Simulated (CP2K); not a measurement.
Consider 5-chloropyrimidine at its PBE geometry (Å).

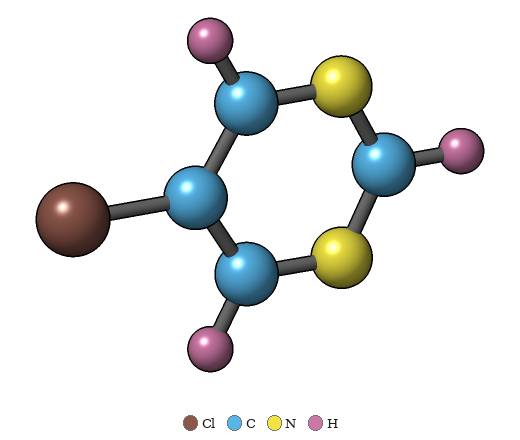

The molecule (chlorine brown, carbon blue, nitrogen yellow, hydrogen pink).

```xyz
10

Cl    2.7790    0.3006    0.1955
C     1.0586    0.1143    0.0729
C     0.4724   -1.1528    0.0200
N    -0.8574   -1.2999   -0.0678
C    -1.5819   -0.1709   -0.1044
N    -1.1186    1.0881   -0.0659
C     0.2133    1.2267    0.0225
H     1.0826   -2.0582    0.0487
H    -2.6653   -0.2888   -0.1752
H     0.6173    2.2409    0.0537
```

Method: CP2K XAS_TDP, all-electron GAPW, PBEh(45%), aug-pc-1, TDA, no relativity.

Predict the bright core excitations at the C K edge.

Leading lines: C2 282.52 eV, C3 281.30 eV and C5 281.79 eV. The leading line of an atom is its first one with 35 % of the strongest within 2.5 eV of its lowest line over the strength cut. 

The first six lines of each atom with a strength over 0.0015:

```csv
atom,energy (eV),states,"strength, one atom"
C2 (bonded to 2 C and Cl),282.52,1,0.0556
,283.91,1,0.0530
,287.52,1,0.0024
,288.96,1,0.0070
,289.15,1,0.0033
,289.24,1,0.0024
"C3 (bonded to C, N and H), 2 alike",281.30,1,0.0607
,285.56,1,0.0153
,286.85,1,0.0044
,287.80,1,0.0026
,288.05,1,0.0086
,288.36,1,0.0051
C5 (bonded to 2 N and H),281.79,1,0.0648
,286.20,1,0.0124
,287.04,1,0.0046
,288.12,1,0.0016
,288.32,1,0.0087
,288.58,1,0.0100
```

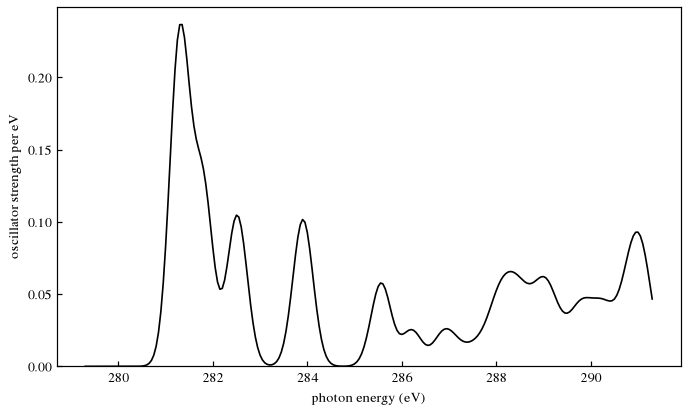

All atoms added, broadened by 0.5 eV.

Lines are vertical, at one geometry, with no vibrational structure. Without a correction of the core level, line positions, and the gaps between valence and Rydberg lines, follow the share of exact exchange. At this level such K lines come out 3 to 6 eV under measured ones. These values hold no scalar relativity, about 0.1 eV for C 1s. Rydberg lines, and the discretised continuum above threshold, depend on the basis and the box.

[Banner, clock and machine lines of the logs are left out without a mark of their own.]

[Logs are printed without paths, hosts, clocks, repeated set-up lines and the standing remarks that a program may print on its own settings, such as how far it seeks lower states.]

[Hosts, paths, dates, database ids (printed as entryN), source tags and the programs' standing remarks are cut or masked in the printed files.]
